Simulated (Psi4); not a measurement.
# singlet [BH2]−: levels of theory compared

We compute a comparison of 6 runs (DSD-PBEP86/def2-TZVPPD, HSE06/def2-TZVPPD, M06-L/def2-TZVPPD, revPBE/def2-TZVPPD, wB97X-V/def2-TZVPPD, OMP2/def2-TZVPPD) of singlet [BH2]−. 

The calculation is run with Psi4 1.11.

1 further run of the same task is left out (set aside as unsound or not needed).

### 1 The molecule

[BH2]− has 3 atoms, charge -1, and is taken as a singlet. As SMILES of the parent species, `[BH2]`. Geometry: relaxed at PBE0-D4/def2-TZVP. That shape belongs to the parent species and isn't relaxed for this state.

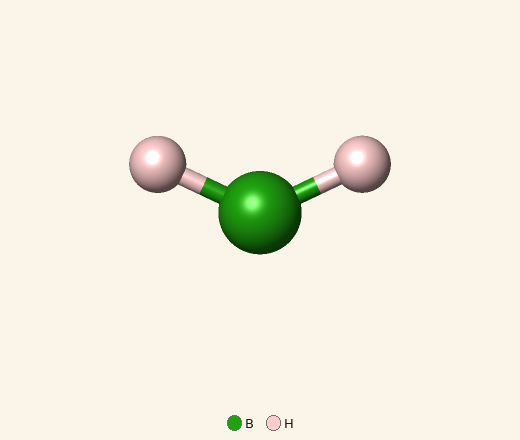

The structure, seen from a chosen angle (boron green, hydrogen pink).

### 2 The energy at DSD-PBEP86/def2-TZVPPD (density fitting for correlation) (run 1)

bh2.inp

```
memory 2200 MB

molecule {
  -1 1
  B      0.265070    -0.167660     0.129730
  H      0.292070     1.014920     0.270850
  H     -0.557150    -0.847260    -0.400590
  symmetry c1
  no_reorient
  no_com
}

set basis def2-TZVPPD
set reference rks
set puream true
set e_convergence 1e-09
set d_convergence 1e-08
set scf_type pk
set dft_radial_points 99
set dft_spherical_points 590
set num_frozen_docc 1

energy("dsd-pbep86")
```

The run is started by

```bash
$ psi4 bh2.inp bh2.out -n 1
```

bh2.out:

```text
[...]
  Running in c1 symmetry.
[...]
  Nuclear repulsion =    4.687773207578664
[...]
  Multiplicity = 1
[...]
  Nalpha       = 4
  Nbeta        = 4
[...]
    Number of basis functions: 71
[...]
   @RKS iter   1:   -25.70867760054209   -5.04710e-01   3.99806e-03 DIIS/ADIIS
[...]
   @RKS iter  11:   -25.79533749502227   -7.89413e-12   3.64810e-09 DIIS
[...]
    Orbital Energies [Eh]
    ---------------------
    Doubly Occupied:
       1A     -7.069334     2A     -0.371269     3A     -0.227962
       4A      0.027437
[...]
  @RKS Final Energy:   -25.79533749502227
   => Energetics <=
    Nuclear Repulsion Energy =              4.6877732075786636
    One-Electron Energy =                 -44.6866827796769144
    Two-Electron Energy =                  15.5952906992952123
    DFT Exchange-Correlation Energy =      -1.3917186222192386
    Empirical Dispersion Energy =           0.0000000000000000
    VV10 Nonlocal Energy =                  0.0000000000000000
    Total Energy =                        -25.7953374950222738
[...]
 Multipole Moments:
 ------------------------------------------------------------------------------------
     Multipole            Electronic (a.u.)      Nuclear  (a.u.)        Total (a.u.)
 ------------------------------------------------------------------------------------
 L = 1.  Multiply by 2.5417464519 to convert [e a0] to [Debye]
 Dipole X            :         -3.5033154            2.0036199           -1.4996955
 Dipole Y            :          2.2158953           -1.2673259            0.9485693
 Dipole Z            :         -1.7145818            0.9805978           -0.7339840
 Magnitude           :                                                    1.9203132
[...]
```

It took 15 s on 1 thread of Intel Xeon at 2.50GHz (Skylake/Cascade Lake), shared host; peak memory 0.61 GiB.

### 3 A single-point energy at HSE06/def2-TZVPPD (run 2)

bh2.inp

```
memory 2.2 GB

molecule mol {
  -1 1
  B
  H 1 r2
  H 1 r3 2 a3

  r2 = 1.191276
  r3 = 1.191277
  a3 = 129.39731
  symmetry c1
}

set globals {
  reference            rks
  puream               true
  e_convergence        1e-09
  d_convergence        1e-08
  scf_type             pk
  dft_radial_points    99
  dft_spherical_points 590
}

e, wfn = energy("hse06/def2-TZVPPD", return_wfn=True)
oeprop(wfn, "LOWDIN_CHARGES", "MULLIKEN_CHARGES", "MAYER_INDICES")
print_variables()
```

The run is started by

```bash
$ psi4 bh2.inp bh2.out -n 1
```

bh2.out:

```text
[...]
  Running in c1 symmetry.
[...]
  Nuclear repulsion =    4.687774114659945
[...]
  Multiplicity = 1
[...]
  Nalpha       = 4
  Nbeta        = 4
[...]
    Number of basis functions: 71
[...]
   @RKS iter   1:   -25.69557274256063   -2.62088e-01   6.22712e-03 ADIIS/DIIS
[...]
   @RKS iter  11:   -25.88629912343065   -1.52411e-12   8.93480e-10 DIIS
[...]
    Orbital Energies [Eh]
    ---------------------
    Doubly Occupied:
       1A     -6.542195     2A     -0.250569     3A     -0.127852
       4A      0.086549
[...]
  @RKS Final Energy:   -25.88629912343065
   => Energetics <=
    Nuclear Repulsion Energy =              4.6877741146599448
    One-Electron Energy =                 -44.7302800970377774
    Two-Electron Energy =                  17.9448781924993739
    DFT Exchange-Correlation Energy =      -3.7886713335521907
    Empirical Dispersion Energy =           0.0000000000000000
    VV10 Nonlocal Energy =                  0.0000000000000000
    Total Energy =                        -25.8862991234306499
[...]
 Multipole Moments:
 ------------------------------------------------------------------------------------
     Multipole            Electronic (a.u.)      Nuclear  (a.u.)        Total (a.u.)
 ------------------------------------------------------------------------------------
 L = 1.  Multiply by 2.5417464519 to convert [e a0] to [Debye]
 Dipole X            :         -0.4521375           -0.7973874           -1.2495249
 Dipole Y            :         -0.2137389           -0.3769453           -0.5906842
 Dipole Z            :          0.0000001            0.0000000            0.0000001
 Magnitude           :                                                    1.3821072
[...]
  Mulliken Charges: (a.u.)
   Center  Symbol    Alpha    Beta     Spin     Total
       1     B     2.96108  2.96108  0.00000 -0.92215
       2     H     0.51946  0.51946  0.00000 -0.03892
       3     H     0.51946  0.51946  0.00000 -0.03892
   Total alpha =  4.00000, Total beta =  4.00000, Total charge = -1.00000
  Lowdin Charges: (a.u.)
   Center  Symbol    Alpha    Beta     Spin     Total
       1     B     2.70223  2.70223  0.00000 -0.40446
       2     H     0.64888  0.64888  0.00000 -0.29777
       3     H     0.64888  0.64888  0.00000 -0.29777
[...]
```

Wall time 38 s (1 thread of Intel Xeon at 2.50GHz (Skylake/Cascade Lake), shared host); peak memory 0.63 GiB.

Runs 3 to 5 aren't shown in full; the table further down has their settings and results.

### 4 A single-point energy at OMP2/def2-TZVPPD (density fitting for correlation) (run 6)

input.dat

```
memory 2.2 GB

molecule mol {
  -1 1
  B      0.50090970    -0.31683148     0.24515417
  H      0.55193231     1.91792084     0.51183232
  H     -1.05286091    -1.60108936    -0.75700539
  units au
  symmetry c1
}

set {
  basis           def2-TZVPPD
  puream          true
  e_convergence   1e-09
  d_convergence   1e-08
  scf_type        pk
  num_frozen_docc 1
}

energy('omp2')
```

The run is started by

```bash
$ psi4 -n 1 input.dat output.dat
```

output.dat:

```text
[...]
  Running in c1 symmetry.
[...]
  Nuclear repulsion =    4.687773208716163
[...]
  Multiplicity = 1
[...]
  Nalpha       = 4
  Nbeta        = 4
[...]
    Number of basis functions: 71
[...]
   @RHF iter   1:   -25.65151204361619   -6.00193e-01   3.05203e-03 DIIS/ADIIS
[...]
   @RHF iter  11:   -25.70715829736569   -2.36753e-11   5.66559e-09 DIIS
[...]
    Orbital Energies [Eh]
    ---------------------
    Doubly Occupied:
       1A     -7.370366     2A     -0.428506     3A     -0.274455
       4A      0.006187
[...]
  @RHF Final Energy:   -25.70715829736569
   => Energetics <=
    Nuclear Repulsion Energy =              4.6877732087161625
    One-Electron Energy =                 -44.6555840593501472
    Two-Electron Energy =                  14.2606525532682920
    Total Energy =                        -25.7071582973656874
[...]
 Multipole Moments:
 ------------------------------------------------------------------------------------
     Multipole            Electronic (a.u.)      Nuclear  (a.u.)        Total (a.u.)
 ------------------------------------------------------------------------------------
 L = 1.  Multiply by 2.5417464519 to convert [e a0] to [Debye]
 Dipole X            :         -0.5204414           -0.7658046           -1.2862461
 Dipole Y            :          0.2973673            0.4375592            0.7349265
 Dipole Z            :          0.0000010            0.0000000            0.0000010
 Magnitude           :                                                    1.4814000
[...]
	Warning: cc_lambda option is changed to TRUE
	For this residual convergence, default PCG convergence is:     1.00e-07
[...]
	DF-MP2 Total Energy (a.u.)         :   -25.82689633266778
[...]
	DF-MP2 Total Energy (a.u.)         :   -25.82778377962502
[...]
	DF-OMP2 Total Energy (a.u.)        :   -25.82778377962247
[...]
```

Run time: 38 s. Hardware: 1 thread of Intel Xeon at 2.50GHz (Skylake/Cascade Lake), shared host; peak memory 0.24 GiB.

### 5 All runs side by side

```csv
run,level,fitting correlation,frozen core orbitals,energy (Eh),HOMO energy (eV),LUMO energy (eV),HOMO–LUMO gap (eV),wall time
1,DSD-PBEP86/def2-TZVPPD (density fitting for correlation),density fitting,1,-25.861637,0.75,4.81,4.06,15 s
2,HSE06/def2-TZVPPD,–,0,-25.886299,2.36,3.71,1.35,38 s
3,M06-L/def2-TZVPPD,–,0,-25.925671,2.63,3.80,1.17,31 s
4,revPBE/def2-TZVPPD,–,0,-25.921248,2.74,3.16,0.42,15 s
5,wB97X-V/def2-TZVPPD,–,0,-25.918254,0.00,5.22,5.22,61 s
6,OMP2/def2-TZVPPD (density fitting for correlation),density fitting,1,-25.827784,0.17,5.31,5.15,38 s
```

### 6 Summary of results

```
                                                    quantity         value
                                         run 6: total energy  -25.82778 Eh
                  run 6: HOMO energy (Hartree–Fock orbitals)       0.17 eV
                  run 6: LUMO energy (Hartree–Fock orbitals)       5.31 eV
run 6: HOMO–LUMO gap (to an unbound level, set by the basis)       5.15 eV
           run 6: correlation energy (1 core orbital frozen)    -120.6 mEh
```

In words: Over runs 1, 2, 3, 4, 5 the HOMO–LUMO gap runs from 0.42 eV (revPBE/def2-TZVPPD) to 5.22 eV (wB97X-V/def2-TZVPPD). The empty levels of an anion lie above zero and hang on the basis. Totals of different functionals can't be ranked against each other. In runs 1, 2, 3, 4, 6 the HOMO lies above zero, so the outermost electron may be held by the basis alone. All runs together took 3.3 min, the longest 61 s.
